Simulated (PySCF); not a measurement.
## Geometry relaxation of BSiN₂H₅O₃

- system: BSiN₂H₅O₃, SMILES OB1N[Si](O)(O)N1
- method: PBE0-D3(BJ)/def2-SVP geometry optimisation, gas phase (PySCF 2.14.0)

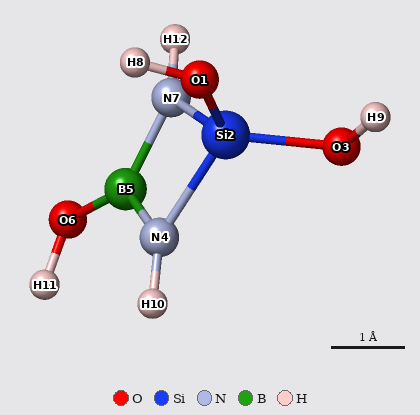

Figure 1. The input geometry (ball-and-stick view, seen at a tilt; atoms are numbered from 1 in the order of the input).

### Input file
```
{"job": {"xc": "PBE0", "basis": "def2-SVP", "d3": "d3bj", "grid": 2, "kind": "geom", "shake": 0.01}, "charge": 0, "multiplicity": 1}
O     -0.275898     2.143506     0.674445
Si     0.249082     0.871418    -0.157680
O      1.361153     1.449885    -1.171690
N      0.677366    -0.567308     0.722377
B     -0.373586    -1.319604    -0.004921
O     -0.746080    -2.599075     0.060546
N     -0.911208    -0.246310    -0.779567
H     -0.972143     2.035439     1.306664
H      1.490716     2.405106    -1.168995
H      1.388183    -0.838598     1.348324
H     -0.237451    -3.136656     0.678552
H     -1.611643    -0.225387    -1.491055
```

The first line tells a small driver script what to run in PySCF; the rest is the geometry in Å.

Hardware: 1 CPU thread, shared host.

Launched with:
```bash
OMP_NUM_THREADS=1 python <driver script> task.json out
```

### Log
```
step   0  E = -651.91444215  max force = 0.048948
step   1  E = -651.92035975  max force = 0.011405
step   2  E = -651.92069297  max force = 0.003081
step   3  E = -651.92075951  max force = 0.001908
step   4  E = -651.92077354  max force = 0.001169
step   5  E = -651.92078131  max force = 0.000644
step   6  E = -651.92078385  max force = 0.000443
optimisation converged
```

### Trajectory as extended XYZ (Å, eV, eV/Å), 7 frames, from step=0 to step=6
```
12
Properties=species:S:1:pos:R:3:forces:R:3 step=0 energy=-17739.49554
O    -0.2759    2.1435    0.6744    0.0572   1.5679   0.2355
Si    0.2491    0.8714   -0.1577   -0.2113  -2.5170   0.3787
O     1.3612    1.4499   -1.1717    0.8189   0.7680  -0.7807
N     0.6774   -0.5673    0.7224   -0.7595  -0.1052  -0.5878
B    -0.3736   -1.3196   -0.0049    1.3433   1.7256   0.8154
O    -0.7461   -2.5991    0.0605   -0.3124  -1.1798   0.0343
N    -0.9112   -0.2463   -0.7796   -0.7911   0.3732  -0.8381
H    -0.9721    2.0354    1.3067   -0.5257  -0.1558   0.4751
H     1.4907    2.4051   -1.1690   -0.0137  -0.1830  -0.0118
H     1.3882   -0.8386    1.3483    0.7983  -0.3827   0.7081
H    -0.2374   -3.1367    0.6785   -0.0727   0.2209  -0.1516
H    -1.6116   -0.2254   -1.4911   -0.3312  -0.1321  -0.2770
12
Properties=species:S:1:pos:R:3:forces:R:3 step=1 energy=-17739.65656
O    -0.1681    2.2196    0.6890    0.0039   0.0601   0.0943
Si    0.3164    0.8554   -0.1168   -0.0849   0.2745  -0.0947
O     1.4474    1.4420   -1.1650   -0.0173  -0.2458   0.0094
N     0.7279   -0.5537    0.8082    0.1122   0.2455   0.0050
B    -0.3292   -1.2376    0.1070   -0.4483  -0.5865  -0.3317
O    -0.7316   -2.5444    0.1474    0.0438   0.2793   0.0011
N    -0.9131   -0.1983   -0.7231    0.4084   0.0013   0.3252
H    -0.8709    2.1009    1.3346    0.0211  -0.0125  -0.0338
H     1.5732    2.3924   -1.1296   -0.0121   0.1027   0.0297
H     1.4504   -0.8590    1.4387   -0.0343   0.0034  -0.0301
H    -0.2041   -3.0638    0.7574    0.0392  -0.0750   0.0466
H    -1.5989   -0.2386   -1.4559   -0.0317  -0.0470  -0.0209
12
Properties=species:S:1:pos:R:3:forces:R:3 step=2 energy=-17739.66563
O    -0.1705    2.2267    0.6967    0.0577   0.0395  -0.0161
Si    0.3146    0.8664   -0.1178   -0.0708   0.0666   0.0627
O     1.4483    1.4397   -1.1672   -0.0103  -0.0351   0.0012
N     0.7251   -0.5439    0.8020    0.1512  -0.0318   0.1429
B    -0.3311   -1.2476    0.1049   -0.1141  -0.1391  -0.1585
O    -0.7354   -2.5498    0.1435    0.0798   0.1248   0.0648
N    -0.9027   -0.2004   -0.7143   -0.0662   0.0089  -0.0881
H    -0.8717    2.1000    1.3415   -0.0054  -0.0184  -0.0070
H     1.5737    2.3921   -1.1327   -0.0011   0.0152   0.0017
H     1.4490   -0.8451    1.4312    0.0150  -0.0088   0.0179
H    -0.2106   -3.0776    0.7513   -0.0072  -0.0094  -0.0118
H    -1.5893   -0.2458   -1.4471   -0.0285  -0.0123  -0.0098
12
Properties=species:S:1:pos:R:3:forces:R:3 step=3 energy=-17739.66744
O    -0.1674    2.2289    0.6986    0.0326   0.0203  -0.0169
Si    0.3115    0.8667   -0.1165   -0.0234  -0.0038   0.0981
O     1.4451    1.4389   -1.1656    0.0076   0.0048  -0.0235
N     0.7267   -0.5453    0.8039   -0.0290   0.0123  -0.0235
B    -0.3325   -1.2477    0.1001    0.0245  -0.0391  -0.0359
O    -0.7308   -2.5489    0.1424    0.0253   0.0171   0.0372
N    -0.9066   -0.1997   -0.7166   -0.0126   0.0021  -0.0336
H    -0.8693    2.1009    1.3424   -0.0129  -0.0070   0.0060
H     1.5706    2.3918   -1.1296   -0.0025  -0.0127  -0.0018
H     1.4507   -0.8480    1.4329    0.0020  -0.0026   0.0013
H    -0.2040   -3.0765    0.7489   -0.0101   0.0108  -0.0192
H    -1.5945   -0.2463   -1.4491   -0.0013  -0.0022   0.0118
12
Properties=species:S:1:pos:R:3:forces:R:3 step=4 energy=-17739.66782
O    -0.1659    2.2303    0.7020    0.0134   0.0053  -0.0063
Si    0.3097    0.8673   -0.1137   -0.0216  -0.0092   0.0601
O     1.4421    1.4389   -1.1649    0.0056  -0.0022  -0.0183
N     0.7257   -0.5459    0.8034   -0.0234   0.0137  -0.0207
B    -0.3318   -1.2486    0.0970    0.0306   0.0089  -0.0138
O    -0.7265   -2.5496    0.1402   -0.0070  -0.0146   0.0074
N    -0.9085   -0.1990   -0.7166    0.0075  -0.0024  -0.0082
H    -0.8689    2.1018    1.3448   -0.0052   0.0001   0.0022
H     1.5683    2.3915   -1.1288   -0.0009  -0.0040  -0.0018
H     1.4499   -0.8497    1.4318    0.0001   0.0002  -0.0027
H    -0.1976   -3.0766    0.7446    0.0021   0.0011  -0.0049
H    -1.5973   -0.2458   -1.4481   -0.0013   0.0031   0.0068
12
Properties=species:S:1:pos:R:3:forces:R:3 step=5 energy=-17739.66803
O    -0.1653    2.2316    0.7082   -0.0007  -0.0082   0.0014
Si    0.3071    0.8683   -0.1090   -0.0157   0.0014   0.0069
O     1.4370    1.4393   -1.1642   -0.0004  -0.0053  -0.0035
N     0.7251   -0.5464    0.8026   -0.0047   0.0006  -0.0019
B    -0.3299   -1.2497    0.0932    0.0181   0.0331   0.0055
O    -0.7206   -2.5515    0.1348   -0.0190  -0.0235  -0.0137
N    -0.9104   -0.1979   -0.7151    0.0129  -0.0100   0.0080
H    -0.8696    2.1031    1.3498    0.0023   0.0046  -0.0013
H     1.5646    2.3916   -1.1286    0.0002   0.0025  -0.0012
H     1.4502   -0.8511    1.4296    0.0008   0.0011  -0.0044
H    -0.1884   -3.0787    0.7358    0.0078  -0.0027   0.0025
H    -1.6005   -0.2437   -1.4454   -0.0014   0.0064   0.0017
12
Properties=species:S:1:pos:R:3:forces:R:3 step=6 energy=-17739.66810
O    -0.1659    2.2317    0.7132   -0.0037  -0.0102   0.0031
Si    0.3051    0.8691   -0.1056   -0.0069   0.0091  -0.0169
O     1.4327    1.4405   -1.1633   -0.0026  -0.0040   0.0043
N     0.7255   -0.5470    0.8021    0.0022  -0.0065   0.0070
B    -0.3281   -1.2504    0.0908    0.0052   0.0228   0.0126
O    -0.7164   -2.5534    0.1292   -0.0112  -0.0126  -0.0155
N    -0.9116   -0.1973   -0.7132    0.0070  -0.0090   0.0090
H    -0.8707    2.1037    1.3544    0.0033   0.0041  -0.0010
H     1.5611    2.3927   -1.1279   -0.0002   0.0034  -0.0004
H     1.4518   -0.8522    1.4273    0.0022   0.0003  -0.0042
H    -0.1815   -3.0812    0.7274    0.0062  -0.0026   0.0021
H    -1.6027   -0.2416   -1.4425   -0.0016   0.0053  -0.0001
```

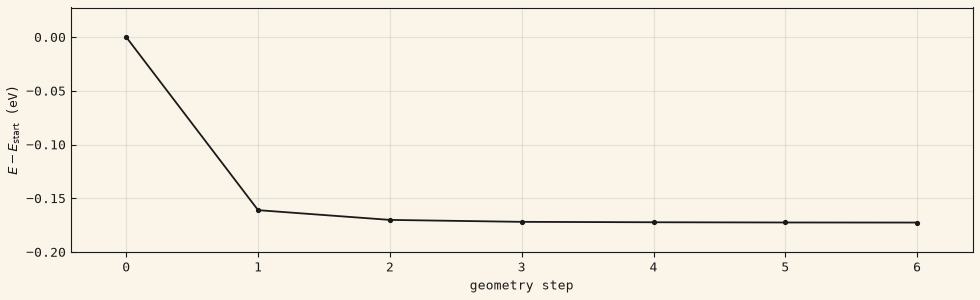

Figure 2. Progress of the relaxation, step by step (steps are counted from 0).

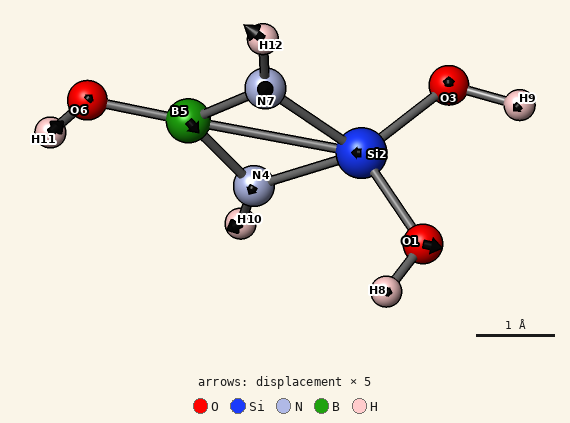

Figure 3. The starting structure with the displacements as black arrows, magnified 5 times (ball-and-stick view, seen at a tilt). The two geometries are laid on each other by the best rigid fit. H12 moves most after the best rigid fit: 0.066 Å. Largest moves by element: H 0.066 Å, O 0.054 Å, N 0.047 Å, B 0.044 Å, Si 0.028 Å. Distances before and after: Si2–B5 2.283 → 2.221 Å, O1–Si2 1.608 → 1.658 Å, Si2–O3 1.612 → 1.648 Å, N4–B5 1.483 → 1.453 Å. Among the angles that change: Si2–N7–H12 135.6° → 140.0°, Si2–O1–H8 119.7° → 115.4°, Si2–N7–B5 92.2° → 88.3°. The energy falls by 0.173 eV in 6 geometry steps. Largest force component: 2.5 eV/Å at the start, 0.023 eV/Å at the end. (Atoms are counted from 1 in the order of the input.)

### Key numbers

- outcome: converged
- total energy: −651.920784 hartree
- dipole moment: 1.89 D
- point group: C1
- wall time: 62 s
- peak memory: 0.65 GiB
